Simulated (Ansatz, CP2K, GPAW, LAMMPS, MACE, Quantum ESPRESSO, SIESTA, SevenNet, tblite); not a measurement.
## Amorphous carbon (64 atoms) in tblite

Wanted: tblite inputs and outputs for amorphous carbon (64 atoms), checked against a plane-wave reference.

Calculated with tblite 0.8.0; the method is named at each step.

### Step 1. Set-up

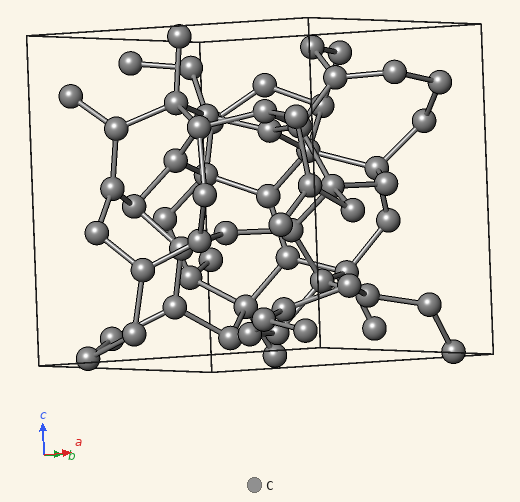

Start, viewed slightly off an axis; carbon grey.

The cell holds 64 atoms: 64 C. Its edges and angles: a = 7.590 Å, b = 7.590 Å, c = 7.590 Å, α = 90.0°, β = 90.0°, γ = 90.0°. 64 atoms (64 C) placed at random at 2.92 g/cm³, melted at 6000 K for 10 ps at fixed volume with the Tersoff potential (Tersoff, Phys. Rev. B 39, 5566 (1989)). Quenched from 6000 K to 300 K at 100 K/ps and fixed volume, held 5 ps, then minimised at fixed cell.

The yardstick, on the same geometry:

| Quantity | Value |
| --- | --- |
| method | Kohn-Sham DFT, PBE, SSSP efficiency 1.3.0 pseudopotentials, plane waves (Quantum ESPRESSO 7.5); sssp-pbe-1.3.0-efficiency, cutoffs 45/360 Ry, Γ point |
| r.m.s. force component | 1.258 eV/Å |
| longest force | 5.077 eV/Å |
| pressure | -7.191 GPa |
| time | 41 s on 2 MPI ranks of Arm Neoverse V1, shared host |
| CPU time | 83 s |

### Step 2. GFN1-xTB

Method: GFN1-xTB tight binding, diagonalisation.

The input, run.py:

```python
import numpy as np
from ase.io import read
from tblite.ase import TBLite

atoms = read("structure.xyz")
atoms.calc = TBLite(method="GFN1-xTB", electronic_temperature=580, accuracy=1.0, max_iterations=250, mixer_damping=0.1, verbosity=1)
energy = atoms.get_potential_energy()
forces = atoms.get_forces()
print(f"energy {energy:.6f} eV")
print("forces (eV/A)")
for i, (a, f) in enumerate(zip(atoms, forces)):
    print(f"{i:4d} {a.symbol:2s} {f[0]:10.5f} {f[1]:10.5f} {f[2]:10.5f}")
stress = -atoms.get_stress(voigt=False) * 160.21766
print("stress (GPa, compression positive)")
for row in stress:
    print(" ".join(f"{x:10.4f}" for x in row))
print("charges (e)")
print(np.array2string(atoms.get_charges(), precision=4, suppress_small=True, max_line_width=110, threshold=100000))
```

The input, structure.xyz:

```xyz
64
Lattice="7.59030 0.00000 0.00000 0.00000 7.59030 0.00000 0.00000 0.00000 7.59030" Properties=species:S:1:pos:R:3 pbc="T T T"
C 6.33532 6.97761 5.42342
C 6.62072 1.39145 3.81230
C 3.96183 5.72316 4.84314
C 2.99984 1.80740 7.44737
C 4.64974 4.93962 7.16949
C 1.54599 3.54619 1.33392
C 6.39392 5.10425 3.93777
C 5.66016 0.71599 0.76761
C 2.78989 1.89697 5.92848
C 4.06043 2.69456 0.55819
C 1.48003 3.92631 4.71563
C 6.46678 0.29139 2.89631
C 2.76879 5.83565 3.86620
C 4.73756 4.84337 1.78729
C 2.02502 0.93285 0.63455
C 2.23390 6.73510 6.46337
C 4.65969 7.19644 0.74476
C 1.39252 5.38145 4.42264
C 5.79193 3.73352 3.88752
C 7.30832 6.14237 6.24097
C 1.32307 0.60168 2.99483
C 1.18500 1.58584 4.03827
C 7.15720 6.55126 0.05989
C 3.97777 0.92784 5.28368
C 6.87901 2.81388 3.25715
C 7.15780 5.56915 1.12154
C 5.18000 7.13169 3.20098
C 5.35298 2.11352 1.04480
C 4.45141 6.40477 2.02881
C 0.50612 5.96598 2.11914
C 1.97705 5.96157 1.36777
C 4.22347 0.66673 3.70908
C 3.65526 6.90209 5.91208
C 3.86900 4.20852 0.62924
C 3.38300 2.91088 2.92621
C 4.48784 6.40424 7.08076
C 0.24562 5.37947 3.46512
C 0.47902 1.39092 0.16691
C 0.43568 3.81511 7.00585
C 3.00933 6.20515 2.44620
C 0.32039 1.31790 6.20628
C 3.89777 4.16275 5.27966
C 6.14678 4.51828 1.36883
C 6.55680 3.05214 1.54576
C 1.11729 6.17258 5.67033
C 0.90006 2.97517 3.67704
C 3.54156 1.47707 2.70814
C 4.54021 3.89762 2.94951
C 5.22881 3.30451 5.28915
C 5.66882 4.23660 6.40386
C 6.99218 0.34817 0.43272
C 2.38935 4.56063 0.59956
C 2.62139 3.50186 5.67284
C 1.94350 3.27354 2.65615
C 5.47610 6.22564 4.36753
C 1.81871 4.19425 6.83286
[... 4 atom lines left out ...]
C 0.24130 2.86640 0.66408
C 2.03549 7.06832 0.26604
C 6.56257 0.99236 5.38782
C 5.24922 1.77051 5.59959
```

Started as:

```bash
$ OMP_NUM_THREADS=1 python run.py > output.txt
```

Log:

```text
------------------------------------------------------------
  cycle        total energy    energy error   density error
------------------------------------------------------------
      1     -134.0341971814  -1.3525719E+02   8.8536787E-01
      2     -134.1000319334  -6.5834752E-02   7.9416115E-01
      3     -133.1354113674   9.6462057E-01   4.0247299E-01
      4     -133.8535033410  -7.1809197E-01   1.2777231E-01
      5     -134.1269675470  -2.7346421E-01   4.8788118E-02
      6     -134.1431146127  -1.6147066E-02   2.8839526E-02
      7     -134.1551015738  -1.1986961E-02   1.5497468E-02
      8     -134.1568921741  -1.7906002E-03   6.7218963E-03
      9     -134.1573516874  -4.5951337E-04   4.5970741E-03
     10     -134.1576633799  -3.1169249E-04   1.5813098E-03
     11     -134.1576925359  -2.9156004E-05   8.0374331E-04
     12     -134.1576936117  -1.0757593E-06   6.8767602E-04
     13     -134.1576932203   3.9138294E-07   5.8804325E-04
     14     -134.1576953750  -2.1547048E-06   3.7721522E-04
     15     -134.1576965086  -1.1335574E-06   1.4926263E-04
     16     -134.1576965955  -8.6928452E-08   6.1266810E-05
     17     -134.1576966357  -4.0239286E-08   1.5822296E-05
------------------------------------------------------------
 total:                                   0.970 sec
energy -3650.616871 eV
forces (eV/A)
   0 C    -1.17323    0.96651    0.14908
   1 C     3.05644    0.70730    1.29357
   2 C    -0.41228    0.21279   -0.74660
   3 C     0.64326    0.66258    0.75570
   4 C    -1.52641    0.11059   -2.99503
   5 C    -0.32599   -2.00032    2.85961
   6 C     1.15341    0.39083   -1.19402
   7 C     0.47020    1.26247    0.35135
   8 C     0.17300    0.01730    0.24688
   9 C     2.15525   -2.45466   -0.08189
  10 C     0.43286   -0.79037    0.10636
  11 C     1.64462   -1.28145    0.57096
  12 C     1.49857    0.83111   -5.05174
  13 C    -0.00604   -1.25663    0.61212
  14 C     0.28082   -0.73949   -1.14323
  15 C    -2.21241   -1.12898   -2.30080
  16 C    -0.54079   -1.68050   -1.86583
  17 C     0.92846    0.56630   -0.52261
  18 C     0.72430    0.31993   -1.04898
  19 C     0.34427   -0.11221   -0.39865
  20 C     0.42584    0.06070   -2.04870
  21 C    -2.48697   -2.83501    0.15235
  22 C     1.23319    0.85825    1.92510
  23 C     0.56996    0.17890   -0.74488
[...]
56 C    -1.60484    0.67598    0.41760
  57 C    -3.63527    0.85474    3.84802
  58 C    -1.78866   -0.10344    1.63413
  59 C     1.35601   -2.39316   -1.27066
  60 C     1.62028    1.58588    0.06908
  61 C    -0.68765   -1.32018    0.25816
  62 C    -0.35448   -1.38168   -0.27672
  63 C     0.20707   -0.78913   -1.22924
stress (GPa, compression positive)
  -26.1012    -3.8162    -1.5165
   -3.8162   -17.8101    -1.2065
   -1.5165    -1.2065    -9.2702
charges (e)
[-0.1039  0.0037  0.0208 -0.0744  0.0552 -0.0383 -0.0635  0.0099  0.0409  0.0086 -0.0494 -0.0197 -0.0569
  0.0543  0.0516  0.0005 -0.0572  0.0579  0.0398  0.0607 -0.0384  0.008  -0.0398  0.0211  0.0138 -0.0407
  0.0497 -0.0232  0.0307  0.0625  0.0279 -0.0269  0.0329  0.0278 -0.0277 -0.0253 -0.0154  0.0191 -0.0223
 -0.0195 -0.0265  0.03   -0.0295  0.023  -0.003   0.0436 -0.0055 -0.0598  0.037  -0.0545  0.026   0.0226
  0.0381 -0.0069  0.0398 -0.0149  0.0159 -0.0095 -0.001   0.0133  0.0238 -0.0672  0.058  -0.0474]
```

Run time: 1.6 s. Hardware: 1 thread of Arm Neoverse V1, shared host; peak memory 0.1 GiB.

Banners, paths, timers and routine set-up lines are dropped from the logs unmarked, and long logs keep their key lines alone; longer cuts are marked.

Against the reference:

```yaml
r_m_s_force_component: 1.39 eV/Å
r_m_s_difference_of_force_components: 404.1 meV/Å
longest_difference_of_force_vectors: 1344 meV/Å
force_difference_over_r_m_s_force: 32.13 %
slope_of_forces_against_the_reference_s: 1.059
correlation_of_force_components: 0.9583
pressure: -17.73 GPa
pressure_difference: -10.54 GPa
```

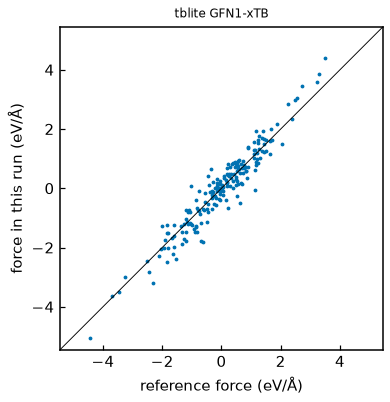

Force components against those of the reference; the line marks equality.

Local excerpt of 13 atoms (numbers count through the whole input) about C58, which bears the longest force; x, y, z are measured from there.

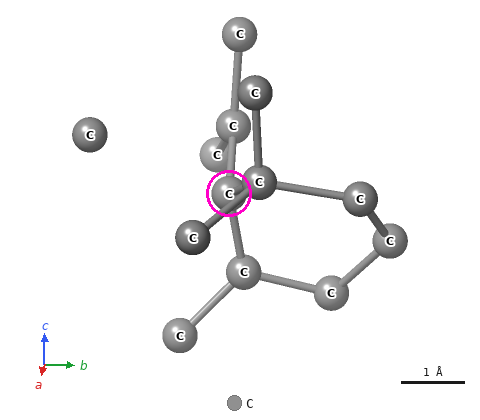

The atoms of the table, within 2.7 Å (arrows a, b, c point along x, y, z); some may hide others; the central atom is ringed.

```tsv
atom	x	y	z	distance (Å)	bonds	Mulliken charge (e)	Fx	Fy	Fz (eV/Å)
C58	0.00	0.00	0.00	0.00	3	-0.01	-3.64	0.85	3.85
C22	-0.31	0.24	-1.36	1.42	3	0.01	-2.49	-2.84	0.15
C41	-1.18	-0.03	0.81	1.43	3	-0.03	1.99	0.47	-1.77
C9	1.29	0.55	0.53	1.50	4	0.04	0.17	0.02	0.25
C46	-0.60	1.63	-1.72	2.45	4	0.04	-0.50	0.50	-0.56
C53	1.12	2.16	0.27	2.45	4	0.04	-1.19	0.78	-0.74
C24	2.48	-0.42	-0.11	2.52	4	0.02	0.57	0.18	-0.74
C21	-0.17	-0.74	-2.40	2.52	3	-0.04	0.43	0.06	-2.05
C63	-2.52	-0.35	-0.01	2.55	4	0.06	-0.35	-1.38	-0.28
C16	0.74	-2.20	1.07	2.55	3	0.00	-2.21	-1.13	-2.30
C38	-1.02	0.05	2.36	2.57	4	0.02	-0.04	0.36	-0.76
C4	1.50	0.46	2.05	2.58	3	-0.07	0.64	0.66	0.76
C11	-0.02	2.58	-0.68	2.67	3	-0.05	0.43	-0.79	0.11
```

Atoms are counted from 1 here, from 0 in the log.

Forces lie 32 % from the reference's, at 0.019 times its CPU time (on 1 against 2 cores).

### Step 3. Outcome

| Item | Value |
| --- | --- |
| force difference from the reference | tblite GFN1-xTB, 32 % |
| its CPU time | 1.6 s |

What this shows: Tight binding differs by 32 % (tblite GFN1-xTB); it is another model, with fitted parameters of its own, and the xTB methods hold dispersion. One electronic-structure run takes under half the reference's CPU time: tblite GFN1-xTB, at 32 % in 1.6 s against 83 s; its pressure misses by -10.5 GPa. Periodic xTB results under one method name differ between programs and library versions. The reference's pressure holds the uncorrected Pulay stress of its 45 Ry basis, so small pressure differences, and their order, may be the reference's own error. The quench rate of 100 K/ps is many orders above laboratory rates, so the cell is likely richer in defects and strain than a real sample. The network of bonds at the start is that of the classical potential that made the cell, and needn't be the one that DFT or experiment would give. The reference's stress is far from hydrostatic: its diagonal is -13.1, -8.2, -0.2 GPa, compression counted positive. The reference's pressure of -7.2 GPa belongs to a cell and atoms that aren't relaxed at this level. The electronic-structure runs sample only Γ, in a cell whose shortest periodic width is 8 Å, which is coarse for a cell with partly filled levels.

[Also dropped from logs without a mark: logging warnings of Python, and SIESTA's first energy breakdown and zero terms.]

[Logs are printed without paths, hosts, clocks, repeated set-up lines and the standing remarks that a program may print on its own settings, such as how far it seeks lower states.]

[Hosts, paths, dates, database ids (printed as entryN), source tags and the programs' standing remarks are cut or masked in the printed files.]
